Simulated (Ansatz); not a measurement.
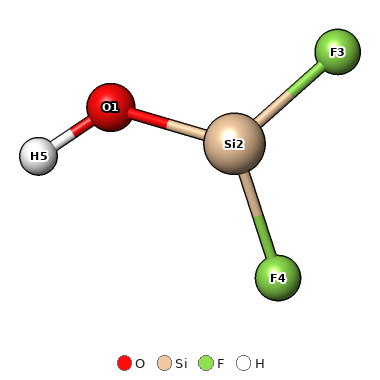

The system is F₂HOSi, SMILES O[Si](F)F, spin multiplicity 2; the picture shows the reference structure. 
- First axis: bond length O1–Si2. Second axis: angle O1–Si2–F3.
- Nothing is relaxed (all other coordinates rigid).
- Grid: 15 × 15 points. At 57 points there is no value.
- Energies are in kJ/mol, from the lowest grid point.
- Theory: UHF/def2-TZVP in Ansatz.

Its coordinates:

```xyz
5

O     0.1064    1.0792   -0.1770
Si   -0.0795   -0.3724    0.4820
F     1.3539   -0.9198    0.7608
F    -0.7646   -1.3511   -0.5317
H    -0.6162    1.5641   -0.5341
```

Range: bond length O1–Si2 from 1.316 to 2.407 Å; angle O1–Si2–F3 from 61.5 to 151.5°.

Question: Predict the map.

Answer: The lowest grid point is at bond length O1–Si2 = 1.628 Å, angle O1–Si2–F3 = 106.5°. The highest grid point, bond length O1–Si2 = 1.316 Å, angle O1–Si2–F3 = 61.5°, lies 1058 kJ/mol above the lowest.

```tsv
angle O1–Si2–F3 ↓, bond length O1–Si2 →	1.316	1.394	1.472	1.550	1.628	1.706	1.784	1.862	1.940	2.018	2.096	2.174	2.252	2.330	2.407
151.5	477	317	226	–	167	173	192	219	249	279	307	328	336	337	334
145.1	423	–	178	–	126	–	158	–	220	–	285	–	324	–	327
138.7	377	223	137	98	90	102	127	158	194	230	264	–	311	319	321
132.2	339	–	103	–	59	–	99	–	170	–	245	–	298	–	313
125.8	311	–	76	40	35	50	77	112	150	190	228	262	286	300	306
119.4	290	–	57	–	16	–	–	–	135	–	215	–	275	–	299
113.0	279	127	45	9	4	–	48	84	124	165	205	241	267	284	293
106.5	279	–	–	–	0	–	43	–	119	–	200	–	262	–	289
100.1	290	135	49	11	4	18	45	80	119	160	199	234	259	276	285
93.7	317	–	–	–	19	–	56	–	127	–	205	–	261	–	284
87.2	365	201	107	62	49	57	79	110	145	182	217	246	266	278	286
80.8	442	–	–	–	98	–	117	–	174	–	238	–	277	–	291
74.4	563	379	268	205	176	170	179	197	222	248	271	287	295	299	301
68.0	753	–	426	–	303	–	278	–	297	–	322	–	324	–	318
61.5	1058	838	687	584	515	470	443	428	421	415	404	389	375	362	350
```

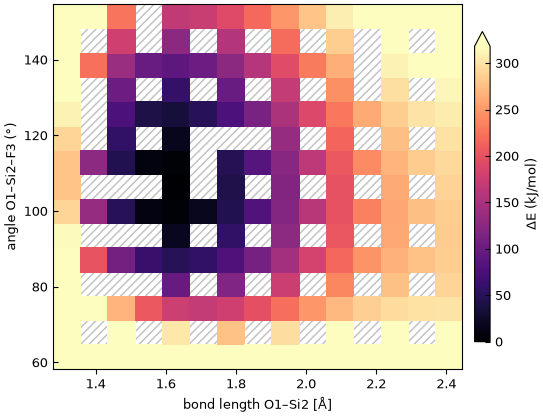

Drawn: one coloured cell a grid point, one colour for all values above the top of the scale, hatched blanks where no value was computed.

The whole map (168 points run) took 14 min on 1 thread of Arm Neoverse V2, on a shared host.
